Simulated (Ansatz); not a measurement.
Consider CH6OSi2 (SMILES O=C([SiH3])[SiH3]).

```csv
atom,x (Å),y (Å),z (Å)
O,1.6037,-0.7220,-1.0860
C,0.6527,-0.2953,-0.4396
Si,-0.0734,1.5057,-0.8150
Si,-0.1573,-1.4055,0.9829
H,-1.5332,1.3783,-1.1849
H,0.0106,2.3388,0.4432
H,0.7069,2.1456,-1.9322
H,0.5572,-2.7282,1.0641
H,-0.0607,-0.6630,2.2957
H,-1.6233,-1.6055,0.6751
```

Level of theory: RKS PBE/cc-pVDZ (Ansatz).

What will maps of the electron density and electron localisation function show?

Answer. C–O (1.23 Å): the density is about 3.1 e/Å³ at the midpoint; the ELF peaks at about 0.85 between the atoms; a short, multiple covalent bond.
C–Si (1.98 Å): ρ is about 0.81 e/Å³ halfway; the ELF peaks at about 0.95 between the atoms, as expected for localised, covalent bonding.
Si–H (1.51 Å): ρ at the midpoint is about 0.73 e/Å³; the ELF climbs to about 1 towards the hydrogen, as it does in any bond to H.

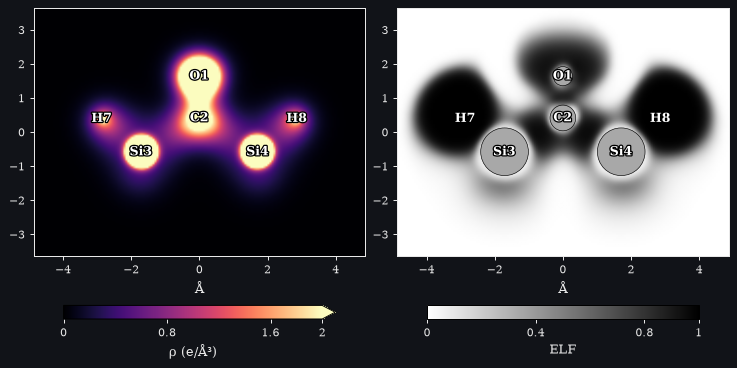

Computed electron density and electron localisation function on the plane of atoms C2, Si3 and H7, in this order. Grey discs cover the atomic cores in the ELF map. 
